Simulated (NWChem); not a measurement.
# HI (hydrogen iodide) at 3 levels

Aim: a comparison of 3 runs (wB97X/STO-3G, wB97X/3-21G, wB97X/6-311G**) of HI (hydrogen iodide). 

The results are computed with NWChem 7.3.0.

## Step 1: Starting point

The species is HI (2 atoms), meant as a singlet with charge 0. As SMILES, `I`. The coordinates come from a PBE0-D4/def2-TZVP relaxation.

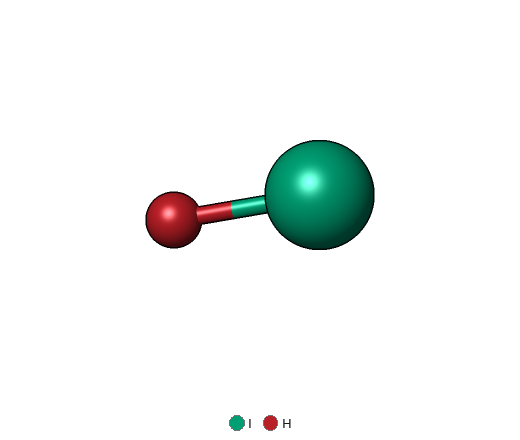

Viewed from a chosen angle; iodine teal, hydrogen red.

## Step 2: Energy and one-electron properties at wB97X/STO-3G (run 1)

mol.nw

```
START mol
TITLE "HI"
memory total 2200 mb

GEOMETRY units angstrom noautosym nocenter noautoz
  I     -0.683900     0.245800    -0.346200
  H      0.683900    -0.245800     0.346200
END

BASIS spherical bse
  * library STO-3G
END

DFT
  xc wb97x
  grid fine
  convergence energy 1e-08
  maxiter 100
  mulliken
  noprint "final vectors analysis"
END

PROPERTY
  dipole
  quadrupole
  mulliken
END

TASK dft property
```

On the command line:

```bash
$ nwchem mol.nw > mol.out
```

What it wrote:

```text
[...]
          Wavefunction type:  closed shell.
          No. of atoms     :     2
          No. of electrons :    54
[...]
          Charge           :     0
          Spin multiplicity:     1
[...]
          AO basis - number of functions:    28
[...]
              XC Information
              --------------
                       wb97x  Method XC Functional
                     Hartree-Fock (Exact) Exchange  1.000
                         wb97x Exchange Functional  1.000
                      wb97x Correlation Functional  1.000
[...]
 d= 0,ls=0.0,diis     1  -6853.5900656337 -6.87D+03  1.89D-02  7.39D-02     0.8
[...]
 d= 0,ls=0.0,diis     5  -6853.6090538945 -2.15D-09  2.56D-07  1.15D-11     3.0
         Total DFT energy =    -6853.609053894471
      One electron energy =    -9475.679696682464
           Coulomb energy =     2781.707747918903
    Exchange-Corr. energy =     -177.057678861669
 Nuclear repulsion energy =       17.420573730759
[...]
      Total Density - Mulliken Population Analysis
     ---------------------------------------------
    Atom       Charge   Shell Charges
 -----------   ------   -------------------------------------------------------
    1 I   53    53.00   2.00  2.00  6.00  2.00  6.00  2.00  6.00  1.91  5.09 10.00 10.00
    2 H    1     1.00   1.00
[...]
   Dipole moment        1.4143512104 Debye(s)
             DMX        1.2016148404 DMXEFC        0.0000000000
             DMY       -0.4318715267 DMYEFC        0.0000000000
             DMZ        0.6082746962 DMZEFC        0.0000000000
   -EFC- dipole         0.0000000000 DEBYE(S)
   Total dipole         1.4143512104 DEBYE(S)
[...]
```

Run time: 3.9 s. Hardware: 1 thread of Intel Xeon Platinum 8259CL at 2.50GHz (Skylake/Cascade Lake), shared host; peak memory 0.11 GiB.

Atomic charges (e):

```tsv
atom	Mulliken	Löwdin
I1	+0.002	+0.020
H2	-0.002	-0.020
```

## Step 3: The charge distribution at wB97X/3-21G (run 2)

m1.nw

```
start m1
memory 2200 mb

geometry units angstroms noautosym nocenter noautoz
   I     -0.683900     0.245800    -0.346200
   H      0.683900    -0.245800     0.346200
end

basis spherical bse
   * library 3-21G
end

dft
   xc wb97x
   grid fine
   convergence energy 1e-08
   iterations 100
   mulliken
   noprint "final vectors analysis"
end

property
   dipole
   quadrupole
   mulliken
end

task dft property
```

On the command line:

```bash
$ nwchem m1.nw > m1.out
```

What it wrote:

```text
[...]
          Wavefunction type:  closed shell.
          No. of atoms     :     2
          No. of electrons :    54
[...]
          Charge           :     0
          Spin multiplicity:     1
[...]
          AO basis - number of functions:    33
[...]
              XC Information
              --------------
                       wb97x  Method XC Functional
                     Hartree-Fock (Exact) Exchange  1.000
                         wb97x Exchange Functional  1.000
                      wb97x Correlation Functional  1.000
[...]
 d= 0,ls=0.0,diis     1  -6890.6500610049 -6.91D+03  1.39D-02  1.54D-01     1.0
[...]
 d= 0,ls=0.0,diis     6  -6890.6689940759 -8.28D-09  5.80D-07  5.44D-11     5.2
         Total DFT energy =    -6890.668994075860
      One electron energy =    -9512.762203292266
           Coulomb energy =     2781.612501016451
    Exchange-Corr. energy =     -176.939865530802
 Nuclear repulsion energy =       17.420573730759
[...]
      Total Density - Mulliken Population Analysis
     ---------------------------------------------
    Atom       Charge   Shell Charges
 -----------   ------   -------------------------------------------------------
    1 I   53    52.97   2.00  2.00  6.00  2.00  5.99  2.00  5.96  1.01  2.71  0.94  2.37 10.00 10.00
    2 H    1     1.03   0.41  0.62
[...]
   Dipole moment        0.9562596753 Debye(s)
             DMX        0.8124260768 DMXEFC        0.0000000000
             DMY       -0.2919935116 DMYEFC        0.0000000000
             DMZ        0.4112617481 DMZEFC        0.0000000000
   -EFC- dipole         0.0000000000 DEBYE(S)
   Total dipole         0.9562596753 DEBYE(S)
[...]
```

Wall time 6 s (1 thread of Intel Xeon Platinum 8259CL at 2.50GHz (Skylake/Cascade Lake), shared host); peak memory 0.11 GiB.

Atomic charges (e):

```tsv
atom	Mulliken	Löwdin
I1	+0.027	+0.000
H2	-0.027	+0.000
```

## Step 4: The charge distribution at wB97X/6-311G(d,p) (run 3)

nw.nw

```
start nw
title "HI"
memory total 2200 mb
charge 0
geometry units bohr noautosym nocenter noautoz
   I   -1.29238370   0.46449468  -0.65422318
   H    1.29238370  -0.46449468   0.65422318
end
basis spherical bse
   * library 6-311G**
end
dft
   xc wb97x
   grid fine
   convergence energy 1e-08
   iterations 100
   mulliken
   noprint "final vectors analysis"
end
property
   dipole
   quadrupole
   mulliken
end
task dft property
```

On the command line:

```bash
$ nwchem nw.nw > nw.out
```

What it wrote:

```text
[...]
          Wavefunction type:  closed shell.
          No. of atoms     :     2
          No. of electrons :    54
[...]
          Charge           :     0
          Spin multiplicity:     1
[...]
          AO basis - number of functions:    68
[...]
              XC Information
              --------------
                       wb97x  Method XC Functional
                     Hartree-Fock (Exact) Exchange  1.000
                         wb97x Exchange Functional  1.000
                      wb97x Correlation Functional  1.000
[...]
 d= 0,ls=0.0,diis     1  -6920.1776679320 -6.94D+03  5.39D-03  5.72D+00     4.1
[...]
 d= 0,ls=0.0,diis     8  -6920.2088958829 -3.10D-09  4.77D-07  1.82D-10    23.0
         Total DFT energy =    -6920.208895882856
      One electron energy =    -9543.833469997639
           Coulomb energy =     2783.189300959863
    Exchange-Corr. energy =     -176.985299315332
 Nuclear repulsion energy =       17.420572470251
[...]
      Total Density - Mulliken Population Analysis
     ---------------------------------------------
    Atom       Charge   Shell Charges
 -----------   ------   -------------------------------------------------------
    1 I   53    53.05   0.94  1.00  1.04  0.93  0.93  1.08  0.99  1.07  1.32  0.64  5.02  1.20  3.34  2.36  3.01  2.94  1.17  2.67  1.37  6.23  3.84  4.88  4.82  0.25
    2 H    1     0.95   0.22  0.56  0.14  0.03
[...]
   Dipole moment        0.7792959706 Debye(s)
             DMX        0.6620799822 DMXEFC        0.0000000000
             DMY       -0.2379576686 DMYEFC        0.0000000000
             DMZ        0.3351543748 DMZEFC        0.0000000000
   -EFC- dipole         0.0000000000 DEBYE(S)
   Total dipole         0.7792959706 DEBYE(S)
[...]
```

Wall time 24 s (1 thread of Intel Xeon Platinum 8259CL at 2.50GHz (Skylake/Cascade Lake), shared host); peak memory 0.11 GiB.

Atomic charges (e):

```tsv
atom	Mulliken	Löwdin
I1	-0.048	+0.050
H2	+0.048	-0.050
```

## Step 5: The series

```tsv
run	level	energy (Eh)	dipole moment (D)	wall time
1	wB97X/STO-3G	-6853.609054	1.41	3.9 s
2	wB97X/3-21G	-6890.668994	0.96	6 s
3	wB97X/6-311G**	-6920.208896	0.78	24 s
```

## Step 6: Summary of results

| quantity | value |
| --- | --- |
| run 3: total energy | -6920.20890 Eh |
| run 3: dipole moment | 0.78 D |

**Reading.** The dipole moment (its size) runs from 0.78 D (wB97X/6-311G**) to 1.41 D (wB97X/STO-3G). In run 1 the basis is minimal, so the values are rough. In runs 1, 2, 3 relativity is left out where basis or elements ask for it. All runs together took 34 s, the longest 24 s.
